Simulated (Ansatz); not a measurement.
# Phonons of GaW3N (W3GaN antiperovskite), part 2 of 2

Question: is the lattice of GaW3N (W3GaN antiperovskite) stable, and if so, what are its coupling constant and resistivity?

Ansatz 0.2.0; DFT PBE, scalar-relativistic, plane waves, PAW.

So far. Step 2 (Relaxation): The largest force is now zero by symmetry and the largest stress component 0.024 GPa, small enough for phonons. The relaxed cell has a = 4.118 Å (conventional setting).

The structure was built from a prototype and need not be the compound's stable phase.

## Step 3: Phonons: q 2×2×2, k 4×4×4

Before any scattering is computed, the phonons show whether the structure is a minimum.

input.yaml reads:

```yaml
crystal:
  lattice:
    - [4.1177891151, 0.0, 0.0]
    - [0.0, 4.1177891151, 0.0]
    - [0.0, 0.0, 4.1177891151]
  atoms:
    - { symbol: Ga, position: [0.0, 0.0, 0.0] }
    - { symbol: W, position: [0.5, 0.5, 0.0] }
    - { symbol: W, position: [0.5, 0.0, 0.5] }
    - { symbol: W, position: [0.0, 0.5, 0.5] }
    - { symbol: "N", position: [0.5, 0.5, 0.5] }
kpoints:
  mp_grid: { grid: [4, 4, 4] }
hamiltonian:
  xc: pbe
scf:
  occupations: { method: methfessel_paxton, width: 0.2 }
output:
  eigenvalues: true
phonons:
  method: dfpt
  qmesh: [2, 2, 2]
  temperatures: { t_max: 1000, t_step: 50 }
  qpath:
    path:
      - [[0.0, 0.0, 0.0], [0.0, 0.5, 0.0], [0.5, 0.5, 0.0], [0.0, 0.0, 0.0], [0.5, 0.5, 0.5], [0.0, 0.5, 0.0]]
      - [[0.5, 0.5, 0.5], [0.5, 0.5, 0.0]]
    npoints: 10
```

The run is started by

```sh
$ ansatz run input.yaml --threads 4 --pin off --max-ram 16384MiB --backend cpu --events-out ev --progress --plain --runs-dir out
```

Numbers of over 12 decimals in the logs are rounded to 6 here.

Output:

```text
[...]
Crystal: 5 atoms, lattice volume = 69.822 Å³
Basis set: ecut = 420 eV, 1357 PW (Γ), exchange–correlation on 60×60×60 points (8 copies of the dense FFT grid, shifted against one another)
Bands: 36, of which v1, the nominal top of the filled ones, is band 30 counted from 1 (29 counted from 0)
Symmetry: 48 space group operations
k-points: 10 of 64
[...]
SCF iter   1: F=—  HF=-35320.957809 eV  |F-HF|=—  |Δ(HF+E_count)|=         —  Δρ=1.13e-2  dr2=1.16e-1  ethr=1.77e-3  ⟨swp⟩=5.0  Hψ=1397  notcnv=0
[...]
SCF iter  10: F=-35320.916418 eV  HF=-35320.916418 eV  |F-HF|=1.46e-11  |Δ(HF+E_count)|=  1.46e-11  S|Δr|=    0.00e0  Δρ=5.23e-8  dr2=1.23e-12  ethr=1.00e-12  ⟨swp⟩=8.8  Hψ=1601  notcnv=0
the search or the solves at the SCF's close seem to have found levels that the self-consistency loop had missed (the run counts 1). By its estimate they hold under 1e-12 electrons; where the run keeps them, the occupations were computed again with them
SCF 1 converged in 10 iterations: F = -35320.916418 eV  dr2 = 1.23e-12
[...]
SCF iter   1: F=—  HF=-35320.916417 eV  |F-HF|=—  |Δ(HF+E_count)|=         —  Δρ=3.40e-7  dr2=5.17e-11  ethr=2.47e-8  ⟨swp⟩=3.7  Hψ=2507  notcnv=0
eigensolver tolerance schedule: the retry pair's looser diagonalisation over-reported the residual by 286969.19 of it (diagonalisation noise at an unbounded share of the residual, at the tolerance the schedule requests for it); recorded, not acted on — ethr = c·dr2/N_el stays at c = 1.0e-1
[...]
SCF iter   2: F=—  HF=-35320.916418 eV  |F-HF|=—  |Δ(HF+E_count)|=   1.54e-6  S|Δr|=    0.00e0  Δρ=1.64e-7  dr2=1.27e-11  ethr=1.00e-12  ⟨swp⟩=3.9  Hψ=865  notcnv=0
SCF iter   3: F=-35320.916418 eV  HF=-35320.916418 eV  |F-HF|=7.28e-12  |Δ(HF+E_count)|=  7.28e-12  S|Δr|=    0.00e0  Δρ=1.02e-7  dr2=4.86e-12  ethr=1.00e-12  ⟨swp⟩=3.9  Hψ=866  notcnv=0
SCF 2 converged in 3 iterations: F = -35320.916418 eV  dr2 = 4.86e-12
phonons: the bands overlap, so this run is a metal and interpolates without the dipole-dipole term. If the crystal is really an insulator or semiconductor, its LO-TO splitting is missing
NSCF: frozen V_eff on 10 k-points
[...]
DFPT response loops at q = (0, 0, 0) (fractional): preconditioner auto → Kerker (q_TF=auto, 2.660 Å⁻¹) (partly filled bands, converged f_vac=0.000); β = 1.00, the filter's whole step (`scf.mixing.beta` (0.50) is not read by the response loops under this deck's `scf.mixing.preconditioner`; to damp them name `kerker` or `kerker_dos`, under which they read `scf.mixing.beta`, and type it under 1.00, their step now; both keys bind the ground state too); Broyden in place of MSR1
[...]
SCF converged after 10 iterations
Stability not checked: this state was not tested for a lower state beside it, because cold or Methfessel-Paxton smearing, or corrected tetrahedra, fill the levels in a way that the test cannot read (fill_not_monotonic; see scf.lower_state_search)
Free energy (F): -35320.916418 eV
[...]
Internal energy: -35320.917594 eV  (E = F + TS)
E sigma→0 (E₀):  -35320.916712 eV
Entropy (-TS):   0.001176 eV (0.235 meV/atom)
Fermi energy:    19.348204 eV
[...]
--- Band table (eV; the first three rows and the last of 10) ---
  k-point 0: bands = [... 26 lower, 15.4157, 19.9167, 19.9167, 19.9167, 20.1477, 20.1477, 20.1477, 20.9708, ... 2 higher]
  k-point 1: bands = [... 26 lower, 16.1435, 18.5453, 19.0782, 19.0782, 19.4163, 20.9770, 21.6760, 21.6760, ... 2 higher]
  k-point 2: bands = [... 26 lower, 17.3922, 18.4350, 18.9076, 19.7057, 19.7057, 20.0936, 20.8428, 20.8428, ... 2 higher]
  k-point 9: bands = [... 26 lower, 17.2697, 17.2697, 17.9266, 17.9266, 17.9266, 20.8581, 20.8581, 22.7166, ... 2 higher]
--- Phonons (Γ-DFPT): 4 representative perturbations + reference (Σ response iterations 14) ---
  ASR residual: 2.244e-4 → 0.000e0 eV/Å²; symmetrization residual: 6.652e-6 eV/Å²
  ASR residual per site (eV/Å²): 9.50e-7 1.04e-4 1.04e-4 1.04e-4 2.24e-4
  Γ frequencies (cm⁻¹): -79.54 -79.54 -79.54 0.00 0.00 0.00 68.99 68.99 68.99 153.26 153.26 153.26 611.53 611.53 611.53
--- Phonons (arbitrary-q DFPT): 4 irreducible q on the 2×2×2 mesh ---
  q = [0.0000, 0.0000, 0.0000] (star 1, of the zone-centre solve; hermiticity 6.18e-7, symmetrization 7.84e-13): -79.54 -79.54 -79.54 -0.00 0.00 0.00 68.99 68.99 68.99 153.26 153.26 153.26 611.53 611.53 611.53
  q = [0.0000, 0.0000, -0.5000] (star 3, 9 solved perturbations in 216 linear systems a pass and spin channel, the states on 27 of 64 k-point pairs; hermiticity 4.66e-7, symmetrization 1.18e-13): 62.57 62.57 87.99 87.99 89.20 89.20 115.67 131.83 149.03 149.03 157.01 206.97 643.85 643.85 768.53
[...]
sum rule: each row above includes the acoustic sum rule's correction from the zone centre's row sums; it moved no ω² by more than (2.09 cm⁻¹)²
  mesh force constants: q→R imaginary residual 3.38e-18; ASR residual 2.244e-4 → 0.000e0 eV/Å²; symmetrization residual 2.132e-14 eV/Å²
  interpolated dispersion: 62 rows × 15 modes
  density of states and harmonic sums: on the 16×16×16 q-mesh, interpolated from the force constants of a 2×2×2 supercell (no non-analytic term)
  largest difference from the sums on the solved wave vectors: F 1.04e-1 eV, S 1.52e-4 and C_V 4.77e-5 eV/K
  zero-point energy: 0.223977 eV/cell   skipped modes (ω ≤ 0): 53, of them read as no rigid motion or as one in doubt: 50 (1.956e-1 modes/cell left out, lowest -79.54 cm⁻¹)   left out of the sums: 1.31e-2 of the cell's modes: C_V's classical limit lies that fraction below 3 k_B per atom; for a crystal, a wire or a layer, F and S can be off by more, and a phonons.interpolated_qmesh denser along its periods is the remedy for the sampling
```

Run time: 64 s. Hardware: 4 threads of Arm Neoverse V1, shared host; peak memory 0.61 GiB.

In the SCF lines HF is the Harris–Foulkes energy and dr2 the Hartree energy of the density residual, in eV; the loop may stop once dr2 is under the threshold and the program's other checks hold. Hψ counts applications of the Hamiltonian.

Numbers from this step:

```yaml
share_of_imaginary_modes_in_the_plain_interpolation_between_solved_wavevectors: 0.0131
highest_frequency_solved_or_plainly_interpolated: 783.7 cm⁻¹
```

Solved on the 2×2×2 mesh alone; all other wavevectors are interpolated. The phonon branches at the labelled points (cm⁻¹):

```csv
point,branch 1,branch 2,branch 3,branch 4,branch 12,branch 13,branch 14,branch 15
Γ,-80,-80,-80,0,153,612,612,612
X,63,63,88,88,207,644,644,768
M,81,115,115,116,202,686,767,767
Γ,-80,-80,-80,0,153,612,612,612
R,68,68,68,110,199,784,784,784
X,63,63,88,88,207,644,644,768
jump to R,68,68,68,110,199,784,784,784
M,81,115,115,116,202,686,767,767
```

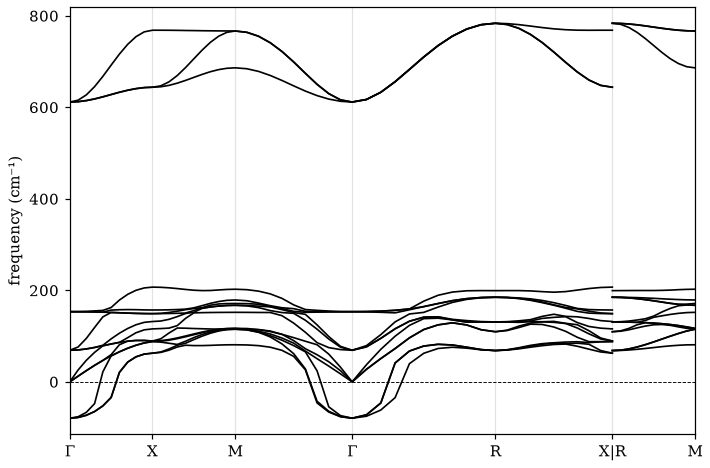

Phonon branches along the path.

Among the solved wavevectors the lowest mode, translations apart, is -79.5 cm⁻¹, imaginary.

## Step 4: Phonons by linear response: q 2×2×2, k 6×6×6

An imaginary mode on so few k-points may come from the sampling, so the phonons are repeated with another k mesh.

input.yaml, as its differences from that of step 3:

```diff
@@ -12,3 +12,3 @@
 kpoints:
-  mp_grid: { grid: [4, 4, 4] }
+  mp_grid: { grid: [6, 6, 6] }
 hamiltonian:
```

The mesh is denser.

Output:

```text
[...]
Crystal: 5 atoms, lattice volume = 69.822 Å³
Basis set: ecut = 420 eV, 1357 PW (Γ), exchange–correlation on 60×60×60 points (8 copies of the dense FFT grid, shifted against one another)
Bands: 36, of which v1, the nominal top of the filled ones, is band 30 counted from 1 (29 counted from 0)
Symmetry: 48 space group operations
k-points: 20 of 216
[...]
SCF iter   1: F=—  HF=-35320.887988 eV  |F-HF|=—  |Δ(HF+E_count)|=         —  Δρ=1.21e-2  dr2=1.38e-1  ethr=1.77e-3  ⟨swp⟩=5.1  Hψ=2817  notcnv=0
[...]
SCF iter  10: F=-35320.840028 eV  HF=-35320.840028 eV  |F-HF|=7.28e-12  |Δ(HF+E_count)|=  2.18e-11  S|Δr|=    0.00e0  Δρ=6.04e-8  dr2=1.66e-12  ethr=1.00e-12  ⟨swp⟩=9.1  Hψ=3267  notcnv=0
[...]
SCF 1 converged in 10 iterations: F = -35320.840028 eV  dr2 = 1.66e-12
[...]
SCF iter   3: F=-35320.840028 eV  HF=-35320.840028 eV  |F-HF|=1.46e-11  |Δ(HF+E_count)|=  7.28e-12  S|Δr|=    0.00e0  Δρ=9.60e-8  dr2=4.51e-12  ethr=1.00e-12  ⟨swp⟩=4.2  Hψ=1754  notcnv=0
SCF 2 converged in 3 iterations: F = -35320.840028 eV  dr2 = 4.51e-12
[...]
SCF converged after 10 iterations
[...]
Free energy (F): -35320.840028 eV
[...]
Internal energy: -35320.842202 eV  (E = F + TS)
E sigma→0 (E₀):  -35320.840571 eV
Entropy (-TS):   0.002175 eV (0.435 meV/atom)
Fermi energy:    19.331588 eV
[...]
--- Band table (eV; the first three rows and the last of 20) ---
  k-point 0: bands = [... 26 lower, 15.4106, 19.9173, 19.9173, 19.9173, 20.1478, 20.1478, 20.1478, 20.9811, ... 2 higher]
  k-point 1: bands = [... 26 lower, 15.7432, 18.9587, 19.1742, 19.1742, 19.6664, 20.9933, 21.3210, 21.3210, ... 2 higher]
  k-point 2: bands = [... 26 lower, 16.6398, 18.4033, 19.1646, 19.2277, 19.2277, 20.8606, 21.4618, 21.4938, ... 2 higher]
  k-point 19: bands = [... 26 lower, 17.2739, 17.2739, 17.9272, 17.9272, 17.9272, 20.8579, 20.8579, 22.7187, ... 2 higher]
[...]
ASR residual: 2.343e-4 → 0.000e0 eV/Å²; symmetrization residual: 4.567e-6 eV/Å²
  ASR residual per site (eV/Å²): 3.00e-6 9.46e-5 9.46e-5 9.46e-5 2.34e-4
[...]
--- Phonons (arbitrary-q DFPT): 4 irreducible q on the 2×2×2 mesh ---
[...]
interpolated dispersion: 62 rows × 15 modes
[...]
```

Run time: 2.2 min. Hardware: 4 threads; peak memory 0.81 GiB.

This step gave:

```yaml
share_of_imaginary_modes_in_the_plain_interpolation_between_solved_wavevectors: 0.0114
highest_frequency_solved_or_plainly_interpolated: 768 cm⁻¹
```

Solved on the 2×2×2 mesh alone; all other wavevectors are interpolated. The phonon branches at the labelled points (cm⁻¹):

```csv
point,branch 1,branch 2,branch 3,branch 4,branch 12,branch 13,branch 14,branch 15
Γ,-61,-61,-61,0,157,606,606,606
X,36,36,83,83,200,625,625,747
M,72,107,107,108,209,649,761,761
Γ,-61,-61,-61,0,157,606,606,606
R,66,66,66,112,221,768,768,768
X,36,36,83,83,200,625,625,747
jump to R,66,66,66,112,221,768,768,768
M,72,107,107,108,209,649,761,761
```

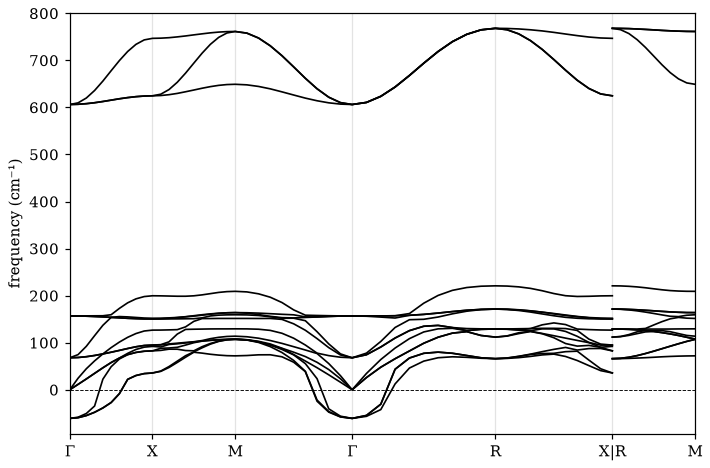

Phonon branches along the path.

The modes has structure finer than the step of the table below, so its rows give means over 50 cm⁻¹, whole bins alone (the curve runs from -70.9 to 799 cm⁻¹). Peaks (cm⁻¹: height): Ga 158.9: 0.119; N 645.9: 0.0218, 684.2: 0.0171, 749.9: 0.0304; W 82.3: 0.107, 126.1: 0.0826, 197.2: 0.0261.

Phonopy on the run's constants, 13x13x13 mesh, Gaussian sigma 6.2 cm⁻¹. Modes against wavenumber; means over each step; values in 1/cm⁻¹/cell:

```csv
wavenumber (cm⁻¹),Ga,N,W
0,3.5e-5,4.7e-6,0.00245
50,9.0e-4,1.5e-4,0.0338
100,0.00664,0.00119,0.0841
150,0.0513,4.2e-4,0.0394
200,0.00105,1.4e-4,0.0159
250,0,5.0e-7,1.8e-4
300,0,0,0
350,0,0,0
400,0,0,0
450,0,0,0
500,0,0,0
550,0,0,0
600,0,0.00419,3.3e-4
650,0,0.0185,0.00113
700,0,0.0152,3.6e-4
750,0,0.0200,7.8e-5
```

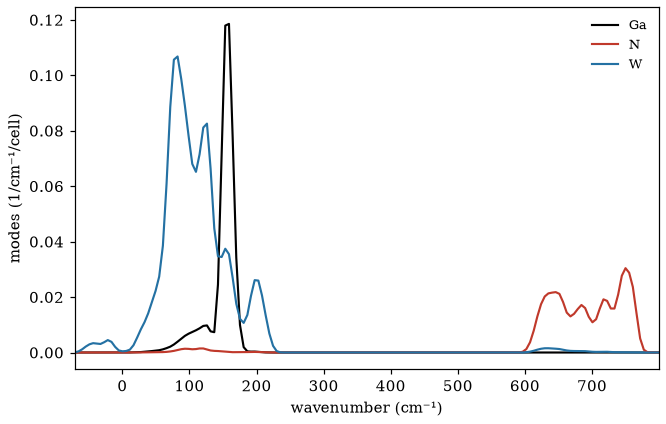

Modes against wavenumber.

No LO-TO term; unit eigenvectors of the mass-weighted matrix. The modes at Γ (shares of kinetic energy by element, %) (negative means imaginary):

```csv
mode,frequency (cm⁻¹),symmetry,Ga %,W %,N %
1,-60.9,T2u,0,100,0
2,-60.9,T2u,0,100,0
3,-60.9,T2u,0,100,0
4,0.0,T1u,11,87,2
5,0.0,T1u,11,87,2
6,0.0,T1u,11,87,2
7,67.9,T1u,4,91,6
8,67.9,T1u,4,91,6
9,67.9,T1u,4,91,6
10,156.8,T1u,85,15,0
11,156.8,T1u,85,15,0
12,156.8,T1u,85,15,0
13,606.1,T1u,0,8,92
14,606.1,T1u,0,8,92
15,606.1,T1u,0,8,92
```

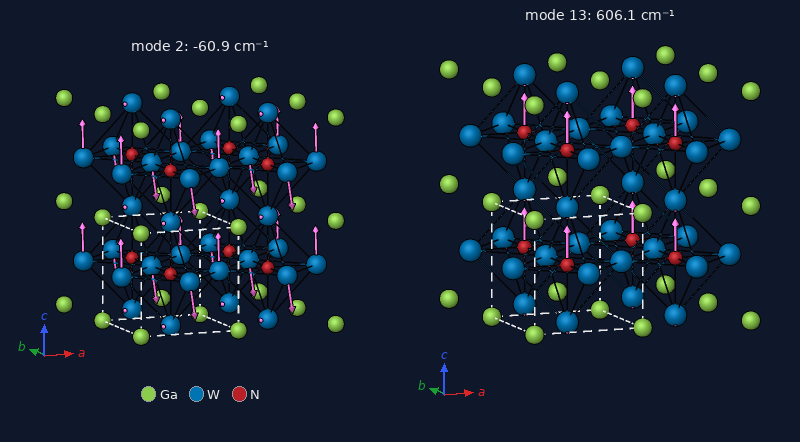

Displacement patterns of modes 2 and 13 at Γ; arrows are exaggerated. 2×2×2 cells are drawn. Some periodic images of atoms are drawn too.

Among the solved wavevectors the lowest mode, translations apart, is -60.9 cm⁻¹, imaginary.

## Step 5: Summary of results

- phonon run of the rows without a label of their own: PBE, q 2×2×2, k 6×6×6
- softest mode on the q mesh: -60.9 cm⁻¹ at q = (0, 0, 0)
- highest frequency, solved or plainly interpolated: 768 cm⁻¹

The lattice is dynamically unstable at this level: a mode at q = (0, 0, 0) is imaginary, 60.9i cm⁻¹, so no harmonic coupling constant or resistivity is defined for this structure. These meshes are coarse, and single modes of a metal can move by tens of cm⁻¹ with the k mesh. Spin–orbit coupling, left out here, matters for W. The phonon runs are not spin-polarised. The structure was built by hand as an ordered model, and its stability against other phases was not tested.

[Logs are printed without paths, hosts, clocks, repeated set-up lines and the standing remarks that a program may print on its own settings, such as how far it seeks lower states.]

[Hosts, paths, dates, database ids (printed as entryN), source tags and the programs' standing remarks are cut or masked in the printed files.]
